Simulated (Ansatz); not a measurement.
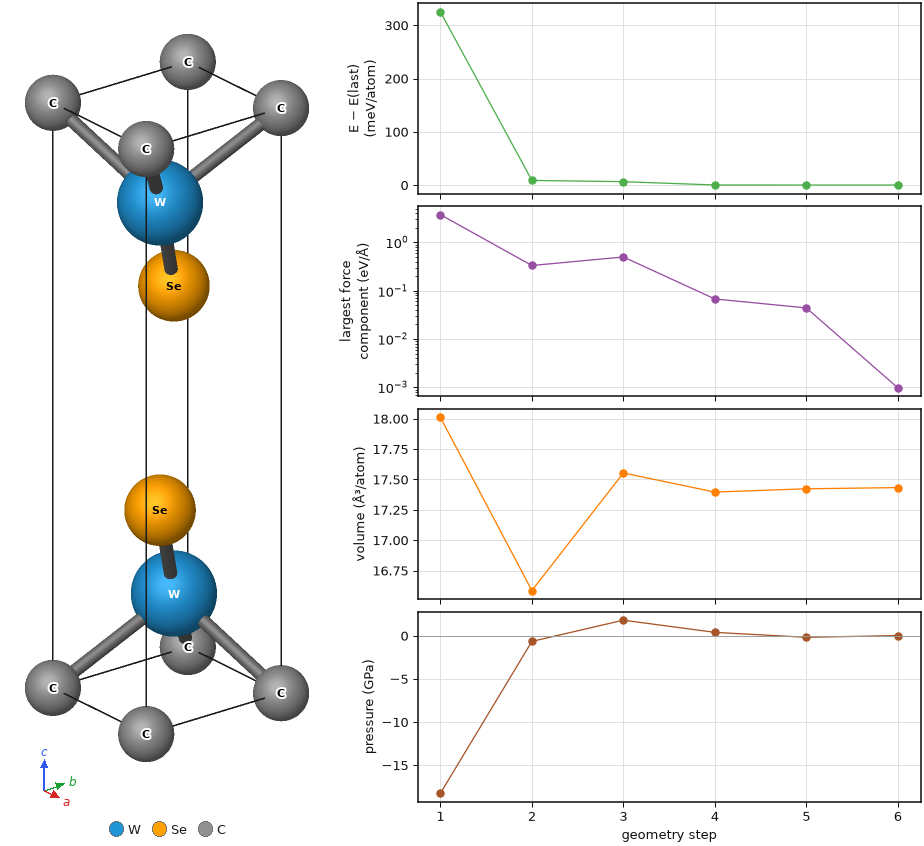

Beside the plot: the structure at the start.

History of a geometry optimisation. Atoms and cell relax. A closing SCF on a freshly chosen basis isn't drawn.

```
crystal:
  lattice:
    - [3.413413, 0.0, 0.0]
    - [-1.706706, 2.956105, 0.0]
    - [0.0, 0.0, 8.924576]
  atoms:
    - { symbol: W, position: [0.3333, 0.6667, 0.141] }
    - { symbol: W, position: [0.6667, 0.3333, 0.859] }
    - { symbol: Se, position: [0.3333, 0.6667, 0.667] }
    - { symbol: Se, position: [0.6667, 0.3333, 0.333] }
    - { symbol: C, position: [0.0, 0.0, 0.0] }
  symmetry: { tolerance: 0.0003 }
kpoints:
  mp_grid: { grid: [6, 6, 2], shift: [0, 0, 0] }
magnetization:
  spin_polarized: false
scf:
  occupations: { method: fermi_dirac, width: 0.0399 }
hamiltonian:
  pseudopotentials: { kind: paw }
  xc: r2scan
basis:
  ecutwfc: 500
output:
  forces: true
  stress: true
  eigenvalues: true
  write_density: true
  write_potential: true
  elf: true
  volumetric_format: npy
relax:
  max_steps: 40
  cell: {}
```

Launched with:
```bash
ansatz run input.yaml --threads 1 --pin off --max-ram 2560MiB --backend cpu --events-out ev --progress --plain --runs-dir out
```

> How did it end, and what did it gain?

The optimisation met its thresholds at geometry 6, counting the start as the first. The energy fell by about 320 meV/atom from the first step to the last. The largest force component goes from about 3.8 eV/Å at the start to 10⁻³ eV/Å at the end.

> Was the starting cell too large or too small?

The volume shrinks from 18.0 to 17.4 Å³ per atom (−3 %), overshooting to 16.6 at step 2, as the pressure goes from −18 GPa to about 0 GPa. The start was expanded.
